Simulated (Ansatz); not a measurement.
C2H7N (SMILES CNC)

```xyz
10

C    -0.8567    0.4073   -0.7488
N    -0.4599   -0.1744    0.5125
C     0.9458   -0.5039    0.5585
H    -1.9106    0.6905   -0.7140
H    -0.7407   -0.3348   -1.5445
H    -0.2684    1.2951   -1.0389
H    -0.6891    0.4569    1.2686
H     1.1583   -1.2948   -0.1671
H     1.2074   -0.8857    1.5475
H     1.6137    0.3437    0.3262
```

Geometry: PBE0-D4/def2-TZVP.

Level of theory: Ansatz 0.2.0, RKS PBE0-D4/def2-TZVPP.

What will maps of the electron density and electron localisation function show?

C–N (1.44 Å): the density is about 2 e/Å³ at the midpoint; the ELF peaks at about 0.95 between the atoms (localised, covalent bonding).
C–H (1.09 Å): the density is about 2 e/Å³ at the midpoint; the ELF climbs to about 1 towards the hydrogen, as it does in any bond to H (an ordinary covalent bond to hydrogen).

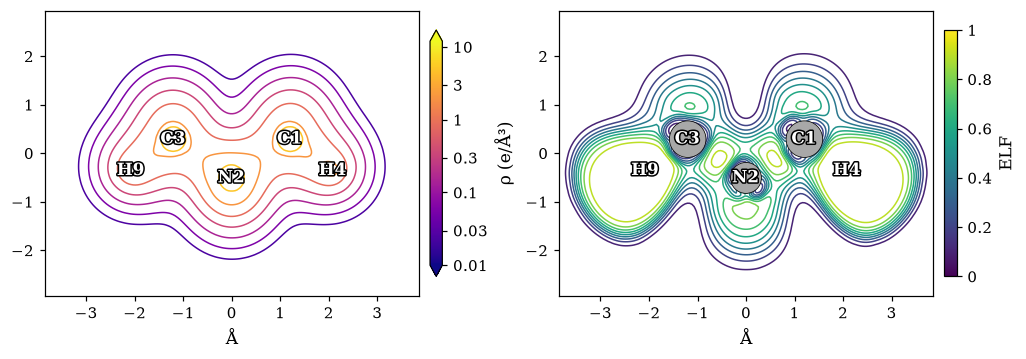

Computed electron density and electron localisation function on the plane of atoms N2, C1 and H4, in this order. Grey discs cover the atomic cores in the ELF map. 
